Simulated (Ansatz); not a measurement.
**CH4BrFGe: rigid scan of one bond length, by script**

How does the energy of CH4BrFGe change as one bond is stretched? The task is a rigid scan of one bond length, for CH4BrFGe. SMILES: F[CH2][GeH2][Br].

All numbers are computed with the Python package of Ansatz 0.2.0. Level of theory: B3LYP/def2-SVP.

## (1) The system

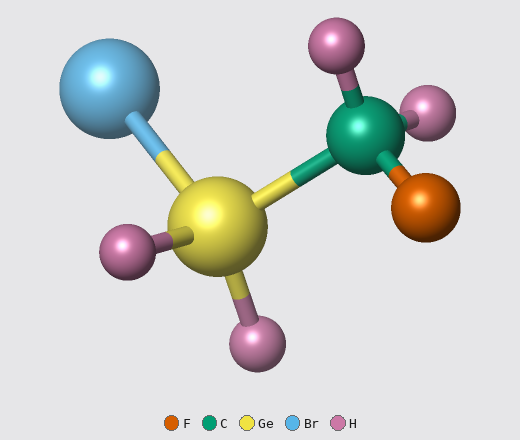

The structure that the script starts from, seen from a chosen angle (fluorine orange, carbon teal, germanium yellow, bromine blue, hydrogen pink).

The script holds or builds the structure itself.

## (2) The script

Contents of scan_ch4brfge.py:

```python
"""Stretching a bond of CH4BrFGe, the rest held rigid."""

import warnings

import ansatz as az
import numpy as np

GEOMETRY = """
F    -1.03690    1.56490    0.60570
C     0.02290    0.79120    0.67360
Ge   -0.16780   -0.64920   -0.63050
Br    1.81390   -2.01210   -0.48180
H     0.10290    0.36210    1.67880
H     0.93740    1.40280    0.45140
H    -0.21130   -0.05450   -2.04060
H    -1.36900   -1.46220   -0.31260
"""


def main() -> None:
    warnings.simplefilter("ignore", az.DeckWarning)

    molecule = az.Crystal.molecule()
    for line in GEOMETRY.strip().splitlines():
        symbol, *xyz = line.split()
        molecule = molecule.atom(symbol, [float(v) for v in xyz])

    symbols = [site.symbol for site in molecule.cartesian_sites]
    start = np.array([site.position_ang for site in molecule.cartesian_sites])
    axis = (start[3] - start[2]) / np.linalg.norm(start[3] - start[2])
    moving = [3]
    lengths, energies = [2.121, 2.217, 2.313, 2.41, 2.506, 2.602, 2.699, 2.843], []
    for length in lengths:
        xyz = start.copy()
        xyz[moving] += (length - np.linalg.norm(start[3] - start[2])) * axis
        point = az.Crystal.molecule()
        for symbol, xyz in zip(symbols, xyz):
            point = point.atom(symbol, xyz.tolist())
        job = (
            point.calculation()
            .basis(gaussian="def2-SVP")
            .functional("b3lyp")
            .accuracy("high")
        )
        rep = job.run().report
        energies.append(rep["free_energy_ev"])
        print(f"r = {length:6.3f} A  E = {energies[-1]:.5f} eV  <S^2> = {abs(rep['mean_field']['state']['spin_squared']):.3f}")

    # quartic fit about the minimum
    fit = np.polynomial.Polynomial.fit(lengths, np.array(energies) - min(energies), 4).convert()
    roots = [r.real for r in fit.deriv().roots() if abs(r.imag) < 1e-9 and fit.deriv(2)(r.real) > 0]
    r_e = min(roots, key=lambda r: abs(r - lengths[int(np.argmin(energies))]))
    print(f"minimum of the fit at {r_e:.4f} A, force constant {fit.deriv(2)(r_e):.2f} eV/A^2")


if __name__ == "__main__":
    main()
```

## (3) What the engine is handed

The engine receives this input (first run):

```yaml
crystal:
  periodic: [false, false, false]
  atoms:
    - { symbol: F, position_ang: [-1.0369, 1.5649, 0.6057] }
    - { symbol: C, position_ang: [0.0229, 0.7912, 0.6736] }
    - { symbol: Ge, position_ang: [-0.1678, -0.6492, -0.6305] }
    - { symbol: Br, position_ang: [1.5764642341110329, -1.848805250375903, -0.49961636896991946] }
    - { symbol: H, position_ang: [0.1029, 0.3621, 1.6788] }
    - { symbol: H, position_ang: [0.9374, 1.4028, 0.4514] }
    - { symbol: H, position_ang: [-0.2113, -0.0545, -2.0406] }
    - { symbol: H, position_ang: [-1.369, -1.4622, -0.3126] }
accuracy: high
basis:
  gaussian:
    orbitals: def2-SVP
hamiltonian:
  xc: b3lyp
```

## (4) Running it

The run is started by

```bash
> python scan_ch4brfge.py
```

Log:

```text
r =  2.121 A  E = -130367.25416 eV  <S^2> = 0.000
r =  2.217 A  E = -130367.55833 eV  <S^2> = 0.000
r =  2.313 A  E = -130367.66768 eV  <S^2> = 0.000
r =  2.410 A  E = -130367.64320 eV  <S^2> = 0.000
r =  2.506 A  E = -130367.52964 eV  <S^2> = 0.000
r =  2.602 A  E = -130367.35850 eV  <S^2> = 0.000
r =  2.699 A  E = -130367.14968 eV  <S^2> = 0.000
r =  2.843 A  E = -130366.80634 eV  <S^2> = 0.000
minimum of the fit at 2.3398 A, force constant 13.12 eV/A^2
```

Wall time 2.4 min (1 thread of Intel Xeon Platinum 8259CL at 2.50GHz (Skylake/Cascade Lake), shared host); peak memory 0.56 GiB.

## (5) What changed from run to run

The engine's inputs for some of the other runs:

Run 3, against run 1:

```diff
@@ -7 +7 @@
-    - { symbol: Br, position_ang: [1.5764642341110329, -1.848805250375903, -0.49961636896991946] }
+    - { symbol: Br, position_ang: [1.7343608550206597, -1.9573975219799453, -0.4877683457932219] }
```

Run 4, against run 1:

```diff
@@ -7 +7 @@
-    - { symbol: Br, position_ang: [1.5764642341110329, -1.848805250375903, -0.49961636896991946] }
+    - { symbol: Br, position_ang: [1.8141315437093775, -2.012259242529904, -0.48178262575082786] }
```

Run 8, against run 1:

```diff
@@ -7 +7 @@
-    - { symbol: Br, position_ang: [1.5764642341110329, -1.848805250375903, -0.49961636896991946] }
+    - { symbol: Br, position_ang: [2.1702213189899418, -2.2571574383869364, -0.4550628651492131] }
```

## (6) What each run gave

From the records of these 8 runs:

| run | distance (Å) | energy from run 3 (eV) | SCF cycles | CPU time (s) |
| --- | --- | --- | --- | --- |
| 1 | 2.12 | 0.4135 | 23 | 22 |
| 2 | 2.22 | 0.1093 | 23 | 16 |
| 3 | 2.31 | 0.0000 | 22 | 16 |
| 4 | 2.41 | 0.0245 | 22 | 19 |
| 5 | 2.51 | 0.1380 | 22 | 15 |
| 6 | 2.60 | 0.3092 | 24 | 15 |
| 7 | 2.70 | 0.5180 | 23 | 16 |
| 8 | 2.84 | 0.8613 | 23 | 17 |

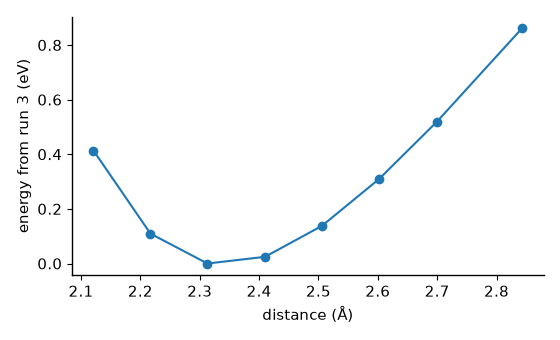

Energy against distance; lines join the points.

## (7) Results

```
                        quantity     value
bond length at the fit's minimum  2.3398 Å
                   runs compared         8
                 range of energy  0.861 eV
      lowest point, distance (Å)      2.31
```

The curve has its lowest point inside the range, at 2.31. The ends stand 0.414 and 0.861 eV above it. The distance scanned is the script's pair 2, 3. Notes:
- The settings weren't tested for convergence.
- The rest of the molecule is held rigid at a force-field or estimated start geometry, and the basis set is modest; single-reference methods fail as a bond breaks.
- b3lyp holds the VWN-RPA fit, as in Gaussian; the form of ORCA and Turbomole is b3lyp5.
